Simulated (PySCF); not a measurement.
# One shape, several levels: C3H9ClSi (chlorotrimethylsilane)

Wanted: a comparison of 4 runs (HF/STO-3G, HF/3-21G, B3LYP/6-31G*, CCSD/cc-pVDZ) of C3H9ClSi (chlorotrimethylsilane). 

Program for the calculation: PySCF 2.14.0.

## 1. The structure to begin with

The species is C3H9ClSi (14 atoms), meant as a singlet with charge 0. SMILES: `C[Si](C)(C)Cl`. Geometry: relaxed at PBE0-D4/def2-TZVP.

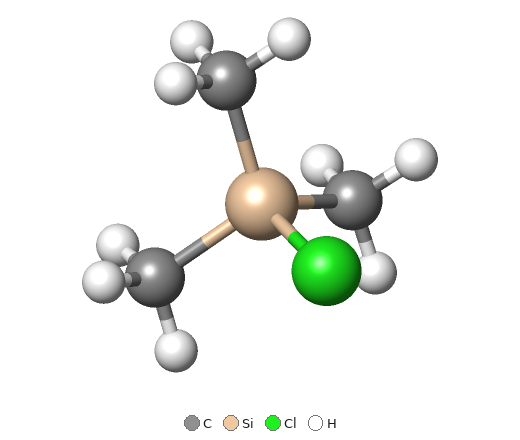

Viewed from a chosen angle; carbon grey, silicon light orange, chlorine green, hydrogen white.

## 2. Energy and forces at HF/STO-3G (run 1)

File input.py:

```python
import pyscf.grad
from pyscf import gto, scf

mol = gto.Mole()
mol.atom = [
    ('C', (-1.679640, 0.559980, 0.221630)),
    ('Si', (0.108620, 0.309060, -0.233500)),
    ('C', (1.207070, 0.337140, 1.270020)),
    ('C', (0.349340, -1.247580, -1.226910)),
    ('Cl', (0.670330, 1.906760, -1.440460)),
    ('H', (-1.816280, 1.498060, 0.764110)),
    ('H', (-2.029610, -0.257080, 0.859450)),
    ('H', (-2.308980, 0.589150, -0.670580)),
    ('H', (1.092710, 1.274230, 1.819320)),
    ('H', (2.257290, 0.235130, 0.987910)),
    ('H', (0.953250, -0.486500, 1.943870)),
    ('H', (0.068050, -2.124680, -0.636610)),
    ('H', (1.393020, -1.360400, -1.528500)),
    ('H', (-0.265160, -1.233270, -2.129770)),
]
mol.max_memory = 1860
mol.verbose = 4
mol.basis = 'sto-3g'
mol.charge = 0
mol.spin = 0
mol.build()

calc0 = scf.RHF(mol)
calc0.conv_tol = 1e-10
calc0.kernel()
if not calc0.converged:
    calc0 = calc0.newton().run(calc0.mo_coeff, calc0.mo_occ)

etot = calc0.e_tot
print('E(%s) = %.9f' % ('HF', etot))
grad = calc0.Gradients().kernel()
calc0.analyze()
```

Command:

```console
$ OMP_NUM_THREADS=1 python input.py
```

The program printed:

```text
PySCF version 2.14.0

[... 80 lines left out ...]
One-electron Energy =                -1783.769569145414607
[... 10 lines left out ...]
MO #6   energy= -10.3001810670457  occ= 2
[... 8 lines left out ...]
MO #15  energy= -0.931900224390752 occ= 2
[... 8 lines left out ...]
MO #24  energy= -0.517420928074641 occ= 2
[... 8 lines left out ...]
MO #33  energy= 0.521458964383417  occ= 0
[... 8 lines left out ...]
MO #42  energy= 0.746784235245083  occ= 0
[... 59 lines left out ...]
Dipole moment(X, Y, Z, Debye): -0.88524, -2.51781,  1.90199
```

Wall time 3.6 s (1 thread of Arm Neoverse V1, shared host); peak memory 0.12 GiB.

## 3. Energy and forces at HF/3-21G (run 2)

File run.py:

```python
from pyscf import gto

mol = gto.M(
    atom='''
C       -1.679640       0.559980       0.221630
Si       0.108620       0.309060      -0.233500
C        1.207070       0.337140       1.270020
C        0.349340      -1.247580      -1.226910
Cl       0.670330       1.906760      -1.440460
H       -1.816280       1.498060       0.764110
H       -2.029610      -0.257080       0.859450
H       -2.308980       0.589150      -0.670580
H        1.092710       1.274230       1.819320
H        2.257290       0.235130       0.987910
H        0.953250      -0.486500       1.943870
H        0.068050      -2.124680      -0.636610
H        1.393020      -1.360400      -1.528500
H       -0.265160      -1.233270      -2.129770
''',
    max_memory=1860,
    charge=0,
    verbose=4,
    basis='3-21g',
    spin=0,
)

mf = mol.RHF()
mf.conv_tol = 1e-10
mf.kernel()
if not mf.converged:
    mf = mf.newton().run(mf.mo_coeff, mf.mo_occ)

energy = mf.e_tot
print(f'total energy: {energy:.8f} hartree')
grad = mf.nuc_grad_method().kernel()
mf.analyze()
```

Command:

```console
$ OMP_NUM_THREADS=1 python run.py
```

The program printed:

```text
PySCF version 2.14.0

[... 88 lines left out ...]
MO #1   energy= -104.07475744634   occ= 2
[... 13 lines left out ...]
MO #15  energy= -0.986216020362902 occ= 2
[... 13 lines left out ...]
MO #29  energy= -0.424127696570451 occ= 2
[... 13 lines left out ...]
MO #43  energy= 0.557073750678048  occ= 0
[... 13 lines left out ...]
MO #57  energy= 1.1664843763072    occ= 0
[... 13 lines left out ...]
MO #71  energy= 2.19250293885175   occ= 0
[... 88 lines left out ...]
Dipole moment(X, Y, Z, Debye): -0.94889, -2.69893,  2.03883
```

Wall time 3.9 s (1 thread of Arm Neoverse V1, shared host); peak memory 0.14 GiB.

Run 3 isn't shown in full; the table further down has it.

## 4. A single-point energy at CCSD/cc-pVDZ (run 4)

File calc.py:

```python
from pyscf import gto, scf, cc

mol = gto.M(
    atom='''
C     -3.174060     1.058209     0.418820
Si     0.205262     0.584039    -0.441251
C      2.281032     0.637102     2.399990
C      0.660157    -2.357585    -2.318524
Cl     1.266740     3.603254    -2.722075
H     -3.432272     2.830923     1.443959
H     -3.835407    -0.485811     1.624125
H     -4.363340     1.113332    -1.267213
H      2.064923     2.407946     3.438017
H      4.265660     0.444331     1.866879
H      1.801381    -0.919352     3.673382
H      0.128596    -4.015063    -1.203019
H      2.632426    -2.570783    -2.888446
H     -0.501080    -2.330543    -4.024682
''',
    max_memory=1860,
    charge=0,
    verbose=3,
    basis='cc-pvdz',
    unit='bohr',
)

myscf = scf.RHF(mol)
myscf.conv_tol = 1e-10
myscf.kernel()
if not myscf.converged:
    myscf = myscf.newton().run(myscf.mo_coeff, myscf.mo_occ)

mycc = cc.CCSD(myscf, frozen=13)
mycc.kernel()
e_tot = mycc.e_tot
print(f'total energy: {e_tot:.8f} hartree')
myscf.analyze()
```

Command:

```console
$ OMP_NUM_THREADS=1 python calc.py
```

The program printed:

```text
converged SCF energy = -867.375971810126
[... 20 lines left out ...]
MO #18  energy= -0.648955318877148 occ= 2
[... 20 lines left out ...]
MO #39  energy= 0.296915176574005  occ= 0
[... 20 lines left out ...]
MO #60  energy= 0.862982325957383  occ= 0
[... 20 lines left out ...]
MO #81  energy= 1.38090315749252   occ= 0
[... 20 lines left out ...]
MO #102 energy= 2.00791869153469   occ= 0
[... 20 lines left out ...]
MO #123 energy= 2.85702621247282   occ= 0
[... 15 lines left out ...]
Dipole moment(X, Y, Z, Debye): -0.67617, -1.92323,  1.45284
```

It took 84 s on 1 thread of Arm Neoverse V1, shared host; peak memory 1.2 GiB.

## 5. The series

```csv
run,level,Cartesian functions,integration grid,energy (Eh),dipole moment (D) of the reference,HOMO energy (eV),LUMO energy (eV),wall time
1,HF/STO-3G,no,–,-857.769576,3.28,-9.65,9.83,3.6 s
2,HF/3-21G,no,–,-862.985884,3.51,-11.54,5.24,3.9 s
3,B3LYP/6-31G* (Cartesian functions),yes,5,-869.521742,2.56,-7.92,1.54,60 s
4,CCSD/cc-pVDZ,no,–,-868.117099,2.50,-11.45,4.38,84 s
```

## 6. Outcome

| quantity | value |
| --- | --- |
| run 4: total energy | -868.11710 Eh |
| run 4: dipole moment (Hartree–Fock density) | 2.50 D |
| run 4: HOMO energy (Hartree–Fock orbitals) | -11.45 eV |
| run 4: LUMO energy (Hartree–Fock orbitals) | 4.38 eV |
| run 4: HOMO–LUMO gap (Hartree–Fock orbitals) | 15.83 eV |
| run 4: correlation energy (13 core orbitals frozen) | -741.1 mEh |
| run 4: T1 diagnostic | 0.008 |

In words: Over runs 1, 2, 3 the dipole moment (its size) runs from 2.56 D (B3LYP/6-31G*) to 3.51 D (HF/3-21G). The two ends differ in method and basis. Over runs 1, 2, 3 the HOMO–LUMO gap runs from 9.46 eV (B3LYP/6-31G*) to 19.48 eV (HF/STO-3G). In run 1 the basis is minimal, so the values are rough. All runs together took 2.5 min, the longest 84 s.
